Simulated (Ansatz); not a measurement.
## Zr2Ir: Zr → Hf

The reference is Zr$_{2}$Ir (space group I4/mcm, No. 140; a = 6.4631 Å, c = 5.6496 Å; a cell from a computed database, its experimental status unchecked).

It is then changed as follows: full substitution Zr → Hf, then cell and atoms are relaxed.

Computed with Ansatz (a quantum-chemistry and plane-wave program) PBEsol, no SOC. Γ-centred 11×11×11 mesh, Fermi–Dirac width 0.05 eV.

| quantity | base | changed | shift |
|---|---|---|---|
| volume per atom | 19.67 Å³ | 19.36 Å³ | -0.31 Å³ |
| density | 10.55 g/cm³ | 15.71 g/cm³ | +5.16 g/cm³ |
| lattice parameter a | 6.463 Å | 6.406 Å | -0.057 Å |
| c/a ratio | 0.874 | 0.884 | +0.0095 |
| space group | I4/mcm (No. 140) | I4/mcm (No. 140) | – |
| shortest interatomic distance | 2.786 Å | 2.760 Å | -0.0254 Å |
| band gap | zero | zero | – |

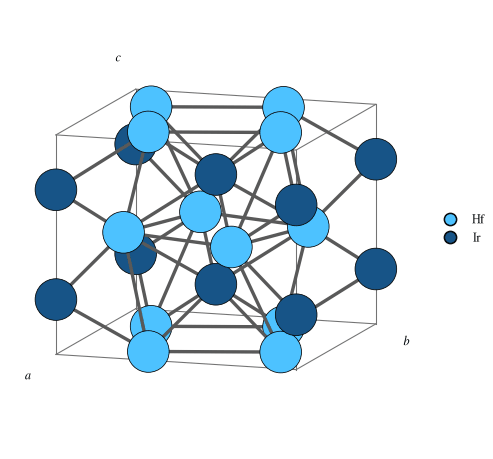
Figure: The relaxed conventional cell after the change

Cost of the whole job for the changed cell (relaxation, final SCF and bands): roughly 11 core-minutes.

Whether these cells are dynamically stable was not tested. As relaxed here, Hf2Ir is a hypothetical phase, not in the database extracts checked. All final runs are without spin polarisation.
